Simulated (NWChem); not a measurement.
**CAM-PBE0/x2c-TZVPall (ZORA) run of [CuF2]− (SMILES [F][Cu-][F])**

Aim: the vertical singlet–triplet gap of [CuF2]− at CAM-PBE0/x2c-TZVPall (ZORA), from 2 runs. 

The results are computed with NWChem 7.3.0.

## (1) The system as given

[CuF2]− has 3 atoms, charge -1, and is taken as a singlet. As SMILES, `[F][Cu-][F]`. Geometry: a GFN2-xTB relaxation, a rough one for these elements and not checked as a minimum.

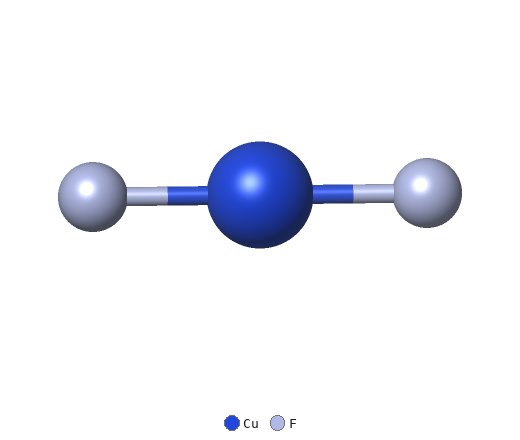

Viewed from a chosen angle; copper blue, fluorine light blue.

## (2) The energy at CAM-PBE0/x2c-TZVPall (ZORA)

Input file input.nw:

```
start input
memory total 2200 mb
charge -1

geometry units angstrom noautosym nocenter noautoz
Cu      -0.000140      -0.000080      -0.000110
F       -0.017000      -0.021070       1.761660
F        0.017140       0.021150      -1.761550
end

basis spherical bse
* library x2c-TZVPall
end

relativistic
zora on
end

dft
xc xcampbe96 1.0 cpbe96 1.0 hfexch 1.0
cam 0.30 cam_alpha 0.25 cam_beta 0.75
mult 1
grid medium
direct
maxiter 150
mulliken
end

task dft energy
```

Started as:

```
nwchem input.nw > input.out
```

Log:

```text
[...]
          Wavefunction type:  closed shell.
          No. of atoms     :     3
          No. of electrons :    48
[...]
          Charge           :    -1
          Spin multiplicity:     1
[...]
          AO basis - number of functions:   110
[...]
              XC Information
              --------------
                     Hartree-Fock (Exact) Exchange  1.000
                     CAM-PBE96 Exchange Functional  1.000
            Perdew 1991 LDA Correlation Functional  1.000 local
           PerdewBurkeErnz. Correlation Functional  1.000 non-local
[...]
 d= 0,ls=0.0,diis     1  -1859.3740396909 -2.03D+03  2.63D-02  6.07D+01     4.9
[...]
 d= 0,ls=0.0,diis    11  -1860.4892129064 -6.74D-07  4.61D-06  3.97D-07    38.7
[...]
         Total DFT energy =    -1860.489212906356
      One electron energy =    -2940.682050125474
           Coulomb energy =      999.658451099671
    Exchange-Corr. energy =      -88.417712334468
 Nuclear repulsion energy =      168.952098453915
       Scaling correction =        8.039122718980
[...]
      Total Density - Mulliken Population Analysis
     ---------------------------------------------
    Atom       Charge   Shell Charges
 -----------   ------   -------------------------------------------------------
    1 Cu  29    28.77   2.00  2.00  1.20  0.79  0.60  0.11  5.98  4.80  1.21  0.12  0.13  5.33  3.07  1.22  0.20  0.00
    2 F    9     9.62   0.77  1.20  0.59  0.96  0.42  2.27  2.12  1.28  0.00  0.01  0.00
    3 F    9     9.62   0.77  1.20  0.59  0.96  0.42  2.27  2.12  1.28  0.00  0.01  0.00
[...]
```

Wall time 39 s (1 thread of AMD EPYC 9R45 (Zen 5), shared host); peak memory 0.11 GiB.

## (3) The triplet

Input file mol.xyz:

```xyz
3
CuF2
Cu    -0.000140    -0.000080    -0.000110
F     -0.017000    -0.021070     1.761660
F      0.017140     0.021150    -1.761550
```

Input file mol.nw:

```
start mol
title "CuF2"
memory stack 880 mb heap 220 mb global 1100 mb
charge -1

geometry units angstroms noautosym nocenter noautoz
  load format xyz mol.xyz
end

basis spherical bse
  Cu library x2c-TZVPall
  F library x2c-TZVPall
end

relativistic
  zora on
end

dft
  xc xcampbe96 1.0 cpbe96 1.0 hfexch 1.0
  cam 0.30 cam_alpha 0.25 cam_beta 0.75
  mult 3
  grid medium
  direct
  iterations 150
  mulliken
  print medium
end

task dft
```

Started as:

```
nwchem mol.nw > mol.out
```

Log:

```text
[...]
          Wavefunction type:  spin polarized.
          No. of atoms     :     3
          No. of electrons :    48
[...]
          Charge           :    -1
          Spin multiplicity:     3
[...]
          AO basis - number of functions:   110
[...]
              XC Information
              --------------
                     Hartree-Fock (Exact) Exchange  1.000
                     CAM-PBE96 Exchange Functional  1.000
            Perdew 1991 LDA Correlation Functional  1.000 local
           PerdewBurkeErnz. Correlation Functional  1.000 non-local
[...]
 d= 0,ls=0.0,diis     1  -1858.7902119253 -2.03D+03  2.59D-02  1.83D+01     5.8
[...]
 d= 0,ls=0.0,diis    13  -1860.3518690816 -1.38D-07  2.16D-06  8.86D-09    47.4
[...]
         Total DFT energy =    -1860.351869081574
      One electron energy =    -2934.848345788636
           Coulomb energy =      993.798738811769
    Exchange-Corr. energy =      -88.254360558621
 Nuclear repulsion energy =      168.952098453915
       Scaling correction =        8.047395021900
[...]
      Total Density - Mulliken Population Analysis
     ---------------------------------------------
    Atom       Charge   Shell Charges
 -----------   ------   -------------------------------------------------------
    1 Cu  29    28.97   2.00  2.00  1.21  0.78  0.71  0.70  5.98  4.83  1.19  0.16  0.14  5.27  2.89  0.94  0.16  0.00
    2 F    9     9.52   0.77  1.20  0.60  0.97  0.38  2.26  2.12  1.22  0.00  0.01  0.00
    3 F    9     9.52   0.77  1.20  0.60  0.97  0.38  2.25  2.12  1.22  0.00  0.01  0.00
[...]
      <S2> =      2.0029 (Exact =     2.0000)
[...]
```

It took 48 s on 1 thread of AMD EPYC 9R45 (Zen 5), shared host; peak memory 0.12 GiB.

## (4) Summary of results

At CAM-PBE0/x2c-TZVPall (ZORA):

| quantity | value |
| --- | --- |
| singlet: total energy | -1860.48921 Eh |
| singlet: HOMO energy | -3.66 eV |
| singlet: LUMO energy | 6.77 eV |
| singlet: HOMO–LUMO gap (to an unbound level, set by the basis) | 10.43 eV |
| triplet: total energy | -1860.35187 Eh |
| triplet: HOMO energy (highest over α and β) | 0.01 eV |
| triplet: LUMO energy (lowest over α and β) | 3.69 eV |
| triplet: ⟨S²⟩ | 2.003 |
| vertical energy of the triplet above the singlet | 3.737 eV |

In words: At this shape the triplet lies 3.74 eV (361 kJ/mol) above the singlet. For an anion a state so high probably lies above electron detachment. The HOMO (triplet) lies at positive energy, 0.01 eV; only total energies tell whether the electron is bound.
